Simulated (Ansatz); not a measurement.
# What a change does: single-point calculation on AlBH2Cl

System: AlBH2Cl, multiplicity 2, SMILES [AlH2][B]Cl.
Method of the first run: UKS PBE-D4/def2-TZVPP (Ansatz 0.2.0).

The geometry comes from this level: PBE0-D4/def2-TZVP. Text and figures count atoms from 1; the logs count them from 0 in places.

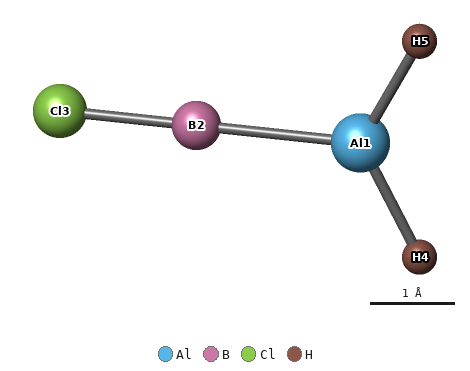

Figure 1. The structure as given in the input (ball-and-stick view, seen at a tilt; atoms are numbered from 1 in the order of the input). Sticks mark near contacts.

### The input, the first run
```yaml
crystal:
  periodic: [false, false, false]
  atoms:
    - {symbol: Al, position_ang: [-0.613300, 0.415368, -0.427420]}
    - {symbol: B, position_ang: [0.838519, -0.568269, 0.585245]}
    - {symbol: Cl, position_ang: [2.045733, -1.386774, 1.427928]}
    - {symbol: H, position_ang: [-1.438438, -0.406295, -1.500772]}
    - {symbol: H, position_ang: [-0.832513, 1.945969, -0.084981]}
basis:
  gaussian: {orbitals: def2-TZVPP}
magnetization: {spin_polarized: true, initial_magnetization: 1}
hamiltonian: {xc: pbe, dispersion: d4}
```

Launched with:
```bash
ansatz run in.yaml --threads 2 --pin off --events-out ev --progress --plain --max-ram 4352MiB
```

Hardware: 2 threads of Intel Xeon @ 2.50GHz, 11 GiB of memory available, shared host.

### Output (the first run)
```
Functional definition: PBE
  parameter kappa = 0.804
  parameter beta = 0.06672455060314922
  exchange = pbe_x(kappa = kappa, mu = beta*pi^2/3)
  correlation = pbe_c(beta = beta)
850 factors; their error is unknown
mean field evaluation 1: about -19814.5147 eV, gradient 2.1e1 eV
mean field evaluation 2: about -19810.7769 eV, gradient 3.3e1 eV
mean field evaluation 4: about -19817.5331 eV, gradient 1.8e0 eV
mean field evaluation 8: about -19817.5704 eV, gradient 5.6e-2 eV
mean field evaluation 16: about -19817.5576 eV, gradient 2.1e-5 eV
mean field -19817.55760973 eV, -728.2818093346 hartree, gradient 2.1e-5 eV, S^2 0.753994; 3 other end points of the search recorded, 0 dependent functions left out
reference -19817.55765190 eV, -728.2818108842 hartree; 19, 18 occupied and 124, 125 virtual orbitals, 850 factors
Total energy: -19817.64831011 eV, -728.2851425120 hartree
```

For the second run the input was changed thus:
```diff
-    - {symbol: Al, position_ang: [-0.613300, 0.415368, -0.427420]}
-    - {symbol: B, position_ang: [0.838519, -0.568269, 0.585245]}
-    - {symbol: Cl, position_ang: [2.045733, -1.386774, 1.427928]}
-    - {symbol: H, position_ang: [-1.438438, -0.406295, -1.500772]}
-    - {symbol: H, position_ang: [-0.832513, 1.945969, -0.084981]}
+    - {symbol: Al, position_ang: [-0.532630, 0.599594, -0.116890]}
+    - {symbol: B, position_ang: [0.697654, -0.026969, 1.253522]}
+    - {symbol: Cl, position_ang: [1.569467, -1.014481, 2.322598]}
+    - {symbol: H, position_ang: [3.715534, -3.319886, 0.714231]}
+    - {symbol: H, position_ang: [-1.075577, 1.855172, -0.900281]}
```

Predict how the results change.

With the same method and basis, the second run lies 71.7 kcal/mol higher.

### Output (the second run)
```
Functional definition: PBE
  parameter kappa = 0.804
  parameter beta = 0.06672455060314922
  exchange = pbe_x(kappa = kappa, mu = beta*pi^2/3)
  correlation = pbe_c(beta = beta)
850 factors; their error is unknown
mean field evaluation 1: about -19806.3669 eV, gradient 2.3e1 eV
mean field evaluation 2: about -19791.6611 eV, gradient 3.9e1 eV
mean field evaluation 4: about -19806.1996 eV, gradient 2.1e1 eV
mean field evaluation 8: about -19814.3682 eV, gradient 1.5e0 eV
mean field evaluation 16: about -19808.5258 eV, gradient 2.8e1 eV
mean field evaluation 32: about -19814.4420 eV, gradient 2.4e-4 eV
mean field evaluation 64: about -19814.2641 eV, gradient 6.3e-5 eV
mean field -19814.44196114 eV, -728.1673113608 hartree, gradient 2.9e-5 eV, S^2 1.756649; 4 other end points of the search recorded, 0 dependent functions left out
reference -19814.44200749 eV, -728.1673130640 hartree; 19, 18 occupied and 124, 125 virtual orbitals, 850 factors
Total energy: -19814.54067951 eV, -728.1709391939 hartree
```

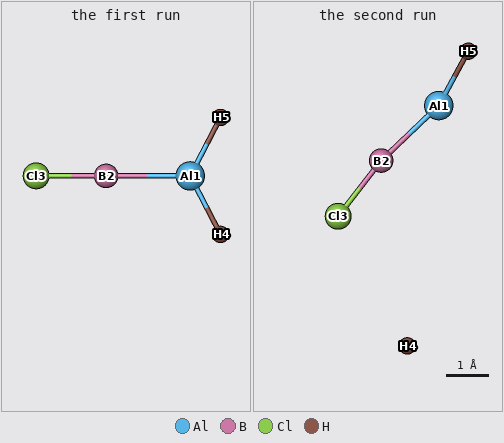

Figure 2. The two input geometries at one scale (ball-and-stick view, seen on its broad side). The atom that moves furthest after the best rigid fit is H4 (3.11 Å). Largest moves by element: H 3.11 Å, Al 1.73 Å, Cl 1.55 Å, B 0.67 Å. Among the contacts that change: Al1–H4 1.584 → 5.840 Å, Al1–B2 2.025 → 1.945 Å, B2–Cl3 1.684 → 1.697 Å, Al1–H5 1.584 → 1.576 Å.

### The two runs side by side

```tsv
quantity	the first run	the second run
outcome	converged	converged
total energy (hartree)	−728.285143	−728.170939
⟨S²⟩	0.754	1.757
basis functions	143	143
wall time (shared host)	11 s	15 s
```

For the second run: ⟨S²⟩ is 1.76 against 0.75 for a pure state: the solution is spin-contaminated.
